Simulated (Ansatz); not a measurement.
Input file:

```
crystal:
  periodic: [false, false, false]
  atoms:
    - {symbol: Hf, position_ang: [0.157674, 0.224503, 0.031216]}
    - {symbol: N, position_ang: [-1.777663, 0.871286, -0.121222]}
    - {symbol: "N", position_ang: [0.196588, -1.162541, 1.535079]}
    - {symbol: "N", position_ang: [0.581752, -0.776174, -1.702573]}
    - {symbol: O, position_ang: [1.393408, 1.685078, 0.351708]}
    - {symbol: H, position_ang: [-2.585664, 0.448381, 0.328321]}
    - {symbol: H, position_ang: [-2.083576, 1.732031, -0.570112]}
    - {symbol: H, position_ang: [0.295248, -0.961026, 2.527811]}
    - {symbol: H, position_ang: [0.230653, -2.171668, 1.415819]}
    - {symbol: H, position_ang: [1.512904, -0.978904, -2.060136]}
    - {symbol: H, position_ang: [-0.093324, -1.059729, -2.408057]}
    - {symbol: H, position_ang: [1.999375, 2.403024, 0.512852]}
basis:
  gaussian:
    orbitals: def2-TZVPD
hamiltonian:
  xc: pbe0
output: {forces: true, orbitals: {seedname: orbitals}}
```

Launched as:

```sh
ansatz run input.yaml --threads 2 --pin off --max-ram 5220MiB --events-out events.jsonl --progress --plain --runs-dir runs
```

Geometry: PBE0-D4/def2-SVP; core potentials replace the inner electrons of Hf.

Computed with Ansatz 0.2.0, isolated molecule in a Gaussian basis; Kohn-Sham density functional theory, functional PBE0.

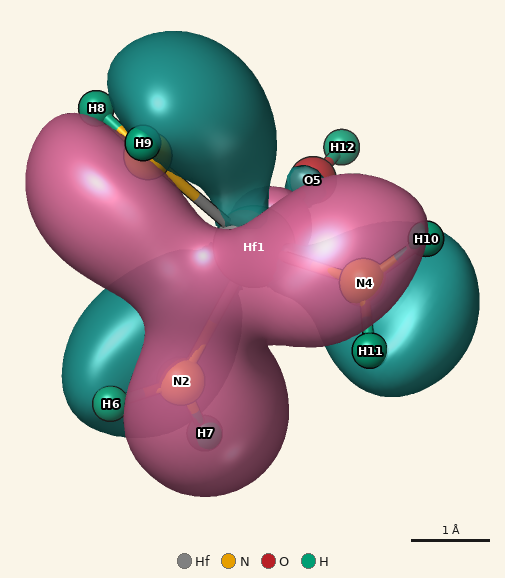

H7HfN3O. The HOMO at ±0.06 Å⁻³ᐟ² (teal and pink are the two phases), seen at a tilt.

Question: Where does this orbital lie, and at what energy?

Answer: By Hirshfeld shares it lies mainly on N2 (about 25 %), N3 (about 25 %), N4 (about 25 %) and Hf1 (about 15 %); largely a combination of lone pairs on N2, N3 and N4. Its energy is −6.78 eV.
